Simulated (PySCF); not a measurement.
Dissociation curve of OH (cation, charge +1), triplet.

Levels: ROKS-B3LYP = PySCF with restricted open-shell B3LYP/cc-pVDZ; ROHF/cc-pVDZ (PySCF); ROKS-wB97X-V = restricted open-shell wB97X-V/cc-pVDZ (PySCF).

Energies are in kcal/mol, each relative to the lowest point of its own curve near equilibrium.

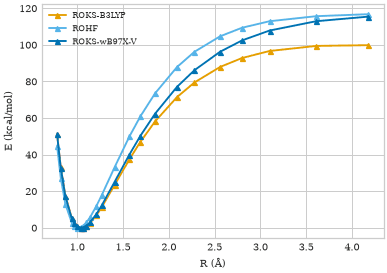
Figure. Energy against bond length for each method.

```
R / Å  ROKS-B3LYP   ROHF  ROKS-wB97X-V
-----  ----------  -----  ------------
0.78         51.2   44.5          51.0
0.82         33.1   27.3          32.8
0.87         17.6   13.1          17.3
0.94          5.4    2.8           5.1
0.97          2.6    0.8           2.4
1.00          0.9    0.0           0.8
1.04          0.0    0.3           0.0
1.06          0.0    0.9           0.1
1.10          0.9    2.9           1.1
1.14          2.6    5.7           2.9
1.21          6.9   12.0           7.5
1.27         11.5   18.1          12.4
1.41         23.6   33.3          25.2
1.57         37.4   49.9          40.0
1.69         47.0   60.9          50.3
1.85         58.1   73.5          62.3
2.09         71.5   87.9          77.1
2.28         79.4   96.2          86.1
2.56         87.9  104.7          96.2
2.80         92.8  109.3         102.4
3.10         96.6  112.9         107.8
3.61         99.4  115.7         112.9
4.18         99.8  116.8         115.4
```

At the longest distance, 4.18 Å, ROHF lies highest above its minimum (116.8 kcal/mol) and ROKS-B3LYP lowest (99.8 kcal/mol).

At the longest distance ROKS-B3LYP, ROKS-wB97X-V leaves fractional charges on the fragments, a sign of delocalisation error or of the restricted form.
